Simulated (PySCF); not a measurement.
Geometry relaxation of C5H13AlO (part 1 of 2)

System: C5H13AlO (AlEt2(OMe)).
Method: PBE0-D3(BJ)/def2-SVP geometry optimisation, gas phase (PySCF 2.14.0).

It belongs to a series of runs on one base structure; here: one ligand: Et to OMe.

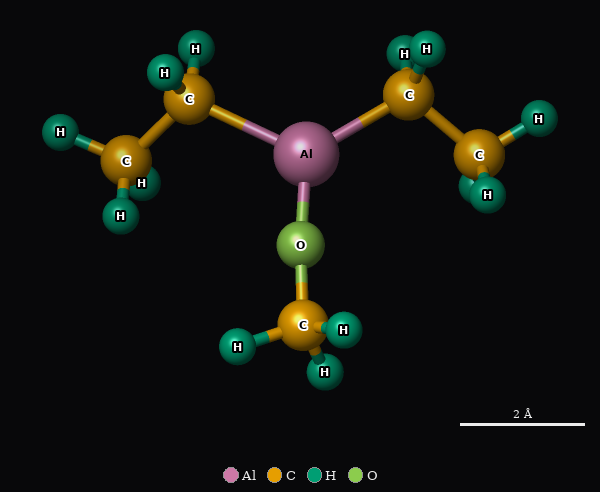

Figure 1. The structure as given in the input (ball-and-stick view, seen at a tilt). Sticks mark near contacts. Bond lengths as drawn: Al–C 1.94 to 2.13 Å, Al–O 1.60 Å, C–C 1.52 to 1.55 Å, C–H 1.03 to 1.17 Å and C–O 1.39 Å.

The input:
```
{"job": {"xc": "PBE0", "basis": "def2-SVP", "d3": "d3bj", "grid": 1, "maxiter": 40, "shake": 0.03, "kind": "geom"}, "charge": 0, "multiplicity": 1}
Al     0.253980     0.266340     0.141430
C      2.148790     0.193680    -0.288430
C      2.577240    -1.238520    -0.553370
H      2.847760     0.633130     0.538710
H      2.415380     0.808630    -1.179050
H      3.710090    -1.266290    -0.648650
H      2.383180    -1.879680     0.306390
H      2.226970    -1.621160    -1.443560
C     -0.872490     2.053080    -0.098770
C     -2.301100     1.778100    -0.635850
H     -0.371590     2.697570    -0.823550
H     -0.917760     2.599810     0.805850
H     -2.955730     2.740850    -0.731180
H     -2.325270     1.362430    -1.644680
H     -2.826030     1.053710    -0.011030
O     -0.582640    -0.934840     0.775950
C     -1.224540    -2.060910     1.276280
H     -0.665410    -2.507390     2.111030
H     -1.373200    -2.874230     0.512420
H     -2.285210    -1.790170     1.689390
```

The first line tells a small driver script what to run in PySCF; the rest is the geometry in Å.

Hardware: 1 CPU thread, shared host.

Run as:
```bash
OMP_NUM_THREADS=1 python <driver script> task.json out
```

What the program printed:
```
step   0  E = -515.31983993  max force = 0.086699
step   1  E = -515.34741567  max force = 0.021046
step   2  E = -515.34897068  max force = 0.004414
step   3  E = -515.34931103  max force = 0.001509
step   4  E = -515.34940802  max force = 0.002023
step   5  E = -515.34957904  max force = 0.002381
step   6  E = -515.34967832  max force = 0.002174
step   7  E = -515.34980678  max force = 0.002873
step   8  E = -515.35001416  max force = 0.003302
step   9  E = -515.35032977  max force = 0.004370
step  10  E = -515.35072321  max force = 0.005047
step  11  E = -515.35109763  max force = 0.003491
step  12  E = -515.35121857  max force = 0.000996
step  13  E = -515.35128020  max force = 0.001656
step  14  E = -515.35128546  max force = 0.001259
step  15  E = -515.35130256  max force = 0.000530
step  16  E = -515.35131064  max force = 0.000387
optimisation converged
```

Trajectory as extended XYZ (Å, eV, eV/Å), 17 frames, from step=0 to step=16:
```
20
Properties=species:S:1:pos:R:3:forces:R:3 step=0 energy=-14022.56709
Al    0.2540    0.2663    0.1414    0.4337   4.4583  -1.0954
C     2.1488    0.1937   -0.2884    1.2720   0.6463   0.6318
C     2.5772   -1.2385   -0.5534    3.1878   1.2158   2.2525
H     2.8478    0.6331    0.5387   -1.3158  -0.5435  -1.0182
H     2.4154    0.8086   -1.1790   -0.3160  -0.0129   0.2690
H     3.7101   -1.2663   -0.6486   -0.8772  -0.1193  -0.0381
H     2.3832   -1.8797    0.3064   -0.3962  -0.4589   0.0507
H     2.2270   -1.6212   -1.4436   -1.3267  -1.2507  -2.2699
C    -0.8725    2.0531   -0.0988   -0.0146  -2.3420  -1.8201
C    -2.3011    1.7781   -0.6359   -0.4319   1.6567   0.1874
H    -0.3716    2.6976   -0.8236    0.4055   0.2678  -0.1701
H    -0.9178    2.5998    0.8058   -0.0510   0.7711   1.5353
H    -2.9557    2.7409   -0.7312    0.9517  -1.3859   0.3998
H    -2.3253    1.3624   -1.6447    0.2871  -0.2175  -0.3719
H    -2.8260    1.0537   -0.0110   -0.3370  -0.0752   0.2891
O    -0.5826   -0.9348    0.7760   -1.8498  -3.3386   1.3192
C    -1.2245   -2.0609    1.2763   -1.4882   0.4819   0.1132
H    -0.6654   -2.5074    2.1110    0.1186  -0.0135   0.1112
H    -1.3732   -2.8742    0.5124    0.1638   0.6385   0.2852
H    -2.2852   -1.7902    1.6894    1.5840  -0.3784  -0.6606
20
Properties=species:S:1:pos:R:3:forces:R:3 step=1 energy=-14023.31746
Al    0.2264    0.3787    0.1292    0.1568   1.0822  -0.1434
C     2.1355    0.2251   -0.2883    0.1867  -0.5232  -0.1973
C     2.5875   -1.2309   -0.5282    0.4842   0.3482   0.1325
H     2.7461    0.6684    0.5172   -0.0924   0.0297   0.1896
H     2.3868    0.8505   -1.1641   -0.1018  -0.0086  -0.0552
H     3.6867   -1.3166   -0.6316   -0.0884   0.0918  -0.0601
H     2.3316   -1.8877    0.3178   -0.2033  -0.0500  -0.0816
H     2.1648   -1.6483   -1.4535   -0.1660  -0.0971   0.0528
C    -0.8492    2.0255   -0.1232    0.1665  -0.3680  -0.2212
C    -2.2666    1.7230   -0.6082   -0.1502   0.1133  -0.1125
H    -0.3300    2.6776   -0.8489   -0.0160   0.0901   0.0883
H    -0.8916    2.5888    0.8247    0.0756   0.0377   0.0561
H    -2.8906    2.6305   -0.6754   -0.0279   0.0166   0.0511
H    -2.2719    1.2852   -1.6215    0.0353  -0.0631   0.0501
H    -2.7933    1.0125    0.0497    0.0352   0.0153   0.0021
O    -0.6228   -0.8934    0.7707   -0.2566  -0.6091   0.2364
C    -1.2346   -2.0219    1.2539    0.0276   0.0781  -0.0605
H    -0.6647   -2.4708    2.0861    0.0256  -0.0632   0.0240
H    -1.3405   -2.7852    0.4645    0.0044  -0.1159  -0.0054
H    -2.2474   -1.7970    1.6286   -0.0953  -0.0046   0.0541
20
Properties=species:S:1:pos:R:3:forces:R:3 step=2 energy=-14023.35978
Al    0.2144    0.4016    0.1231    0.0987   0.1909   0.0093
C     2.1251    0.2157   -0.2883    0.0528  -0.2270  -0.1010
C     2.5911   -1.2291   -0.5104    0.0201   0.0890   0.0114
H     2.7104    0.6736    0.5296   -0.0328   0.0399   0.0918
H     2.3665    0.8365   -1.1703   -0.0258   0.0188  -0.0097
H     3.6854   -1.3082   -0.6210    0.0159   0.0180  -0.0331
H     2.3104   -1.8813    0.3325   -0.0278  -0.0173  -0.0342
H     2.1458   -1.6635   -1.4223   -0.0030  -0.0076   0.0844
C    -0.8408    2.0295   -0.1463   -0.0335  -0.0033  -0.0979
C    -2.2724    1.7492   -0.6106   -0.0295   0.0181  -0.0264
H    -0.3186    2.6834   -0.8685   -0.0253   0.0444   0.0432
H    -0.8601    2.5977    0.8037    0.0354  -0.0121  -0.0185
H    -2.8867    2.6621   -0.6681   -0.0188   0.0542   0.0010
H    -2.2948    1.2938   -1.6157    0.0061  -0.0128   0.0407
H    -2.7931    1.0515    0.0652    0.0177   0.0005  -0.0019
O    -0.6280   -0.9006    0.7648   -0.0979  -0.2154   0.0466
C    -1.2171   -2.0449    1.2442    0.0935   0.0528  -0.0106
H    -0.6337   -2.4881    2.0729   -0.0031  -0.0175  -0.0001
H    -1.3069   -2.8168    0.4582    0.0061  -0.0234  -0.0140
H    -2.2345   -1.8477    1.6266   -0.0486   0.0097   0.0188
20
Properties=species:S:1:pos:R:3:forces:R:3 step=3 energy=-14023.36904
Al    0.2023    0.4005    0.1132   -0.0412  -0.0324   0.0190
C     2.1145    0.1995   -0.2897   -0.0093  -0.0290  -0.0063
C     2.6000   -1.2374   -0.4889   -0.0776  -0.0086  -0.0215
H     2.6777    0.6781    0.5353   -0.0148   0.0115   0.0050
H     2.3490    0.8177   -1.1759    0.0205   0.0052   0.0091
H     3.6943   -1.3028   -0.6049    0.0151  -0.0078  -0.0095
H     2.3194   -1.8848    0.3577    0.0344   0.0111   0.0128
H     2.1517   -1.6949   -1.3876    0.0281   0.0205   0.0305
C    -0.8455    2.0398   -0.1697   -0.0052  -0.0300  -0.0113
C    -2.2907    1.7913   -0.6105    0.0068   0.0134   0.0266
H    -0.3224    2.6920   -0.8923   -0.0042   0.0032   0.0047
H    -0.8400    2.6108    0.7795    0.0197  -0.0222  -0.0042
H    -2.8847    2.7196   -0.6620    0.0128   0.0017  -0.0115
H    -2.3380    1.3251   -1.6086   -0.0059   0.0010   0.0052
H    -2.8124    1.1097    0.0803   -0.0051   0.0039  -0.0002
O    -0.6300   -0.9193    0.7559    0.0028   0.0604  -0.0488
C    -1.1947   -2.0742    1.2354    0.0322  -0.0007   0.0049
H    -0.6011   -2.5105    2.0614   -0.0046   0.0047  -0.0030
H    -1.2705   -2.8483    0.4487   -0.0045   0.0000  -0.0002
H    -2.2164   -1.8980    1.6219   -0.0002  -0.0060  -0.0011
20
Properties=species:S:1:pos:R:3:forces:R:3 step=4 energy=-14023.37168
Al    0.1910    0.3932    0.1017   -0.0135  -0.1040   0.0089
C     2.1048    0.1940   -0.2934   -0.0280   0.0286   0.0192
C     2.6053   -1.2383   -0.4746   -0.0344  -0.0236  -0.0116
H     2.6553    0.6869    0.5324   -0.0030   0.0041  -0.0083
H     2.3389    0.8084   -1.1825    0.0264  -0.0031   0.0075
H     3.7004   -1.2924   -0.5929    0.0048  -0.0094  -0.0023
H     2.3348   -1.8783    0.3807    0.0304   0.0131   0.0189
H     2.1617   -1.7132   -1.3652    0.0089   0.0099  -0.0004
C    -0.8437    2.0367   -0.1823   -0.0228  -0.0055   0.0041
C    -2.2980    1.8132   -0.6047    0.0074   0.0178   0.0283
H    -0.3186    2.6831   -0.9085   -0.0011  -0.0046  -0.0076
H    -0.8177    2.6071    0.7665    0.0134  -0.0080   0.0101
H    -2.8727    2.7536   -0.6542    0.0035  -0.0045  -0.0117
H    -2.3666    1.3423   -1.5990   -0.0030  -0.0007  -0.0051
H    -2.8247    1.1458    0.0960   -0.0047   0.0062   0.0022
O    -0.6380   -0.9295    0.7443   -0.0062   0.0957  -0.0576
C    -1.1893   -2.0894    1.2265    0.0194  -0.0220   0.0107
H    -0.5889   -2.5188    2.0511   -0.0027   0.0040  -0.0013
H    -1.2596   -2.8657    0.4412   -0.0022   0.0063   0.0011
H    -2.2120   -1.9244    1.6161    0.0078  -0.0005  -0.0051
20
Properties=species:S:1:pos:R:3:forces:R:3 step=5 energy=-14023.37633
Al    0.1625    0.3674    0.0633    0.0441  -0.1225  -0.0253
C     2.0827    0.1796   -0.3050   -0.0387   0.1115   0.0495
C     2.6227   -1.2415   -0.4309    0.0532  -0.0310   0.0185
H     2.6017    0.7118    0.5178    0.0130  -0.0055  -0.0219
H     2.3220    0.7768   -1.2045    0.0215  -0.0150  -0.0013
H     3.7190   -1.2689   -0.5551   -0.0127   0.0007   0.0057
H     2.3808   -1.8518    0.4538    0.0045   0.0039   0.0124
H     2.1918   -1.7659   -1.2974   -0.0308  -0.0228  -0.0392
C    -0.8418    2.0273   -0.2152   -0.0352   0.0136   0.0367
C    -2.3190    1.8729   -0.5812    0.0129   0.0089   0.0106
H    -0.3149    2.6543   -0.9567    0.0016  -0.0143  -0.0247
H    -0.7553    2.5959    0.7314    0.0084   0.0158   0.0221
H    -2.8431    2.8424   -0.6295   -0.0066  -0.0079  -0.0029
H    -2.4490    1.3894   -1.5629    0.0030  -0.0052  -0.0110
H    -2.8549    1.2470    0.1499   -0.0016   0.0059   0.0060
O    -0.6631   -0.9561    0.7045   -0.0578   0.0921  -0.0463
C    -1.1790   -2.1282    1.1949    0.0010  -0.0504   0.0181
H    -0.5615   -2.5390    2.0163    0.0024   0.0019  -0.0012
H    -1.2364   -2.9095    0.4132    0.0043   0.0116   0.0013
H    -2.2027   -1.9900    1.5925    0.0134   0.0087  -0.0070
20
Properties=species:S:1:pos:R:3:forces:R:3 step=6 energy=-14023.37903
Al    0.1412    0.3454    0.0262    0.0837  -0.0754  -0.0337
C     2.0672    0.1701   -0.3157   -0.0189   0.1118   0.0501
C     2.6354   -1.2437   -0.3879    0.0749  -0.0156   0.0271
H     2.5634    0.7363    0.4990    0.0151  -0.0076  -0.0222
H     2.3151    0.7452   -1.2272    0.0060  -0.0200  -0.0076
H     3.7315   -1.2536   -0.5179   -0.0171   0.0056   0.0047
H     2.4148   -1.8200    0.5247   -0.0129  -0.0052   0.0026
H     2.2115   -1.8126   -1.2291   -0.0373  -0.0322  -0.0360
C    -0.8397    2.0195   -0.2420   -0.0185   0.0313   0.0510
C    -2.3325    1.9184   -0.5531    0.0028  -0.0053  -0.0058
H    -0.3170    2.6261   -1.0034   -0.0018  -0.0150  -0.0259
H    -0.6978    2.5885    0.6985    0.0064   0.0237   0.0108
H    -2.8184    2.9074   -0.6045   -0.0079  -0.0072   0.0035
H    -2.5166    1.4212   -1.5192    0.0033  -0.0057  -0.0070
H    -2.8671    1.3299    0.2093   -0.0002   0.0028   0.0043
O    -0.6893   -0.9742    0.6634   -0.1032   0.0497  -0.0251
C    -1.1754   -2.1571    1.1592    0.0063  -0.0507   0.0136
H    -0.5433   -2.5526    1.9769    0.0033  -0.0015  -0.0008
H    -1.2214   -2.9401    0.3787    0.0045   0.0068   0.0016
H    -2.1990   -2.0400    1.5633    0.0112   0.0098  -0.0050
20
Properties=species:S:1:pos:R:3:forces:R:3 step=7 energy=-14023.38253
Al    0.1197    0.3235   -0.0230    0.1029   0.0089  -0.0190
C     2.0526    0.1594   -0.3280    0.0204   0.0644   0.0368
C     2.6447   -1.2479   -0.3233    0.0478   0.0048   0.0197
H     2.5259    0.7693    0.4683    0.0120  -0.0028  -0.0145
H     2.3153    0.6957   -1.2589   -0.0164  -0.0201  -0.0152
H     3.7395   -1.2467   -0.4628   -0.0121   0.0065   0.0006
H     2.4445   -1.7704    0.6258   -0.0228  -0.0134  -0.0077
H     2.2224   -1.8740   -1.1248   -0.0220  -0.0215  -0.0126
C    -0.8359    2.0145   -0.2760    0.0217   0.0421   0.0520
C    -2.3444    1.9687   -0.5076   -0.0105  -0.0291  -0.0155
H    -0.3295    2.5913   -1.0714   -0.0104  -0.0108  -0.0196
H    -0.6205    2.5892    0.6482   -0.0006   0.0238  -0.0145
H    -2.7915    2.9751   -0.5691   -0.0036   0.0006   0.0080
H    -2.5989    1.4483   -1.4453    0.0029  -0.0027   0.0000
H    -2.8628    1.4292    0.3008    0.0018  -0.0027  -0.0005
O    -0.7277   -0.9883    0.6029   -0.1477  -0.0155   0.0006
C    -1.1724   -2.1877    1.1005    0.0303  -0.0318   0.0001
H    -0.5217   -2.5652    1.9120    0.0023  -0.0053   0.0001
H    -1.2016   -2.9693    0.3183    0.0022  -0.0017   0.0002
H    -2.1952   -2.1005    1.5127    0.0018   0.0062   0.0010
20
Properties=species:S:1:pos:R:3:forces:R:3 step=8 energy=-14023.38817
Al    0.1027    0.3110   -0.0742    0.0968   0.0935   0.0146
C     2.0416    0.1478   -0.3380    0.0624  -0.0113   0.0204
C     2.6412   -1.2553   -0.2400   -0.0114   0.0202   0.0011
H     2.4999    0.8055    0.4277    0.0057   0.0048  -0.0056
H     2.3227    0.6275   -1.2940   -0.0385  -0.0162  -0.0213
H     3.7337   -1.2594   -0.3927   -0.0003   0.0028  -0.0029
H     2.4558   -1.7072    0.7479   -0.0232  -0.0158  -0.0136
H     2.2098   -1.9409   -0.9880    0.0071   0.0065   0.0151
C    -0.8299    2.0174   -0.3133    0.0744   0.0447   0.0350
C    -2.3497    2.0142   -0.4476   -0.0285  -0.0478  -0.0131
H    -0.3578    2.5569   -1.1555   -0.0177  -0.0043  -0.0075
H    -0.5337    2.6079    0.5793   -0.0140   0.0181  -0.0412
H    -2.7690    3.0311   -0.5279    0.0034   0.0074   0.0085
H    -2.6802    1.4601   -1.3413    0.0030   0.0034   0.0064
H    -2.8313    1.5298    0.4166    0.0014  -0.0081  -0.0063
O    -0.7760   -0.9908    0.5291   -0.1698  -0.0707   0.0205
C    -1.1660   -2.2135    1.0196    0.0604  -0.0049  -0.0191
H    -0.4929   -2.5721    1.8214   -0.0009  -0.0086   0.0017
H    -1.1713   -2.9874    0.2297   -0.0026  -0.0123  -0.0011
H    -2.1871   -2.1684    1.4405   -0.0077  -0.0014   0.0085
```
